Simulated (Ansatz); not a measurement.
How methods differ on SiPH5 (SMILES [SiH3]P)

SiPH5: 7 atoms, total charge 0, spin state singlet. SMILES: `[SiH3]P`. The coordinates come from a GFN2-xTB relaxation.

```xyz
7

Si   -0.6408   -0.3615   -0.3959
P     1.0613   -0.0091    1.0077
H    -1.8255   -0.6029    0.4263
H    -0.2989   -1.5443   -1.1846
H    -0.8905    0.7689   -1.2937
H     0.6647    1.2602    1.3871
H     1.9298    0.4888    0.0531
```

Quantity: the energy change with the Si1–H4 bond stretched from 1.462 to 3.655 Å, in eV. The values are calculated.

```tsv
level	kind	program	value (eV)	less FCI/STO-3G	CPU time (all runs)
HF/STO-3G (restricted)	Hartree–Fock	Ansatz	10.08	+5.08	0.58 s
revPBE/STO-3G (restricted)	GGA	Ansatz	6.76	+1.76	3.3 s
B3LYP/STO-3G (restricted)	global hybrid	Ansatz	7.47	+2.47	3.5 s
PBE0/STO-3G (restricted)	global hybrid	Ansatz	7.78	+2.78	3.3 s
HSE06/STO-3G (restricted)	range-separated hybrid	Ansatz	7.73	+2.73	3.9 s
wB97M-V/STO-3G (restricted)	range-separated hybrid	Ansatz	8.43	+3.43	49 s
wB97X/STO-3G (restricted)	range-separated hybrid	Ansatz	8.69	+3.69	13 s
BCCD(T)/STO-3G (restricted)	coupled cluster or CI	Ansatz	4.97	-0.03	0.51 s
FCI/STO-3G	exact in the basis	Ansatz	5.00	0.00	29 s
```

FCI/STO-3G is exact within its basis and frozen core, so for wave-function methods in that basis the difference is their error; functionals converge differently with the basis, so for them it is only a difference. A spin-restricted reference rises too steeply as a bond breaks; here HF/STO-3G, revPBE/STO-3G, B3LYP/STO-3G, PBE0/STO-3G, HSE06/STO-3G, wB97M-V/STO-3G, wB97X/STO-3G lie well above the multireference or unrestricted value. The first shape isn't each level's own minimum. The values span 4.97 to 10.08 eV. All rows use very small basis sets, so none should be taken for the real molecule's value. In so small a basis fixed costs decide the times, and correlated methods can beat functionals. Times are those of the runs behind each value, whatever else they computed, on shared processors of several kinds: orders of magnitude only.

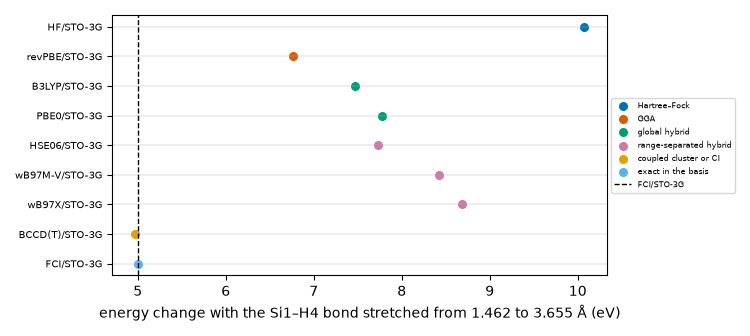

The values of the table, level by level.
